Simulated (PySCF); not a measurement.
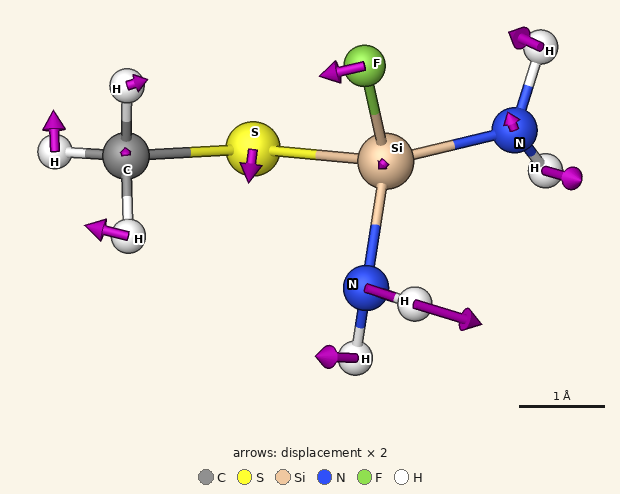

This is a relaxation of CH$_{7}$FN$_{2}$SSi. The starting structure is drawn; purple arrows show the displacements, 2 times their true length. The two geometries are superimposed by the best rigid fit.

The picture is a ball-and-stick view, seen at a tilt.

The start comes from GFN2-xTB. Its atoms were then displaced at random by about 0.01 Å.

Method: PySCF 2.14.0, density-fitted response routines, PBE0-D3(BJ)/def2-SVP geometry optimisation, gas phase. 

> What did the optimiser do to the structure, and how much energy did it gain?

The atom that moves furthest after the best rigid fit is an H atom (0.47 Å). Largest moves by element: H 0.47 Å, N 0.40 Å, F 0.28 Å, S 0.21 Å, Si 0.07 Å, C 0.05 Å. Near-neighbour distances that change, for instance: C–H 1.044 → 1.098 Å, N–Si 1.666 → 1.703 Å, H–N 0.986 → 1.011 Å, S–Si 2.154 → 2.134 Å. Bond angles that change, for instance: N–Si–N 118.7° → 108.9°, N–Si–F 104.3° → 112.9°, H–N–H 106.7° → 112.5°. Groups turn about N–Si by about 25°. The energy falls by 5.13 kcal/mol in 28 geometry steps.
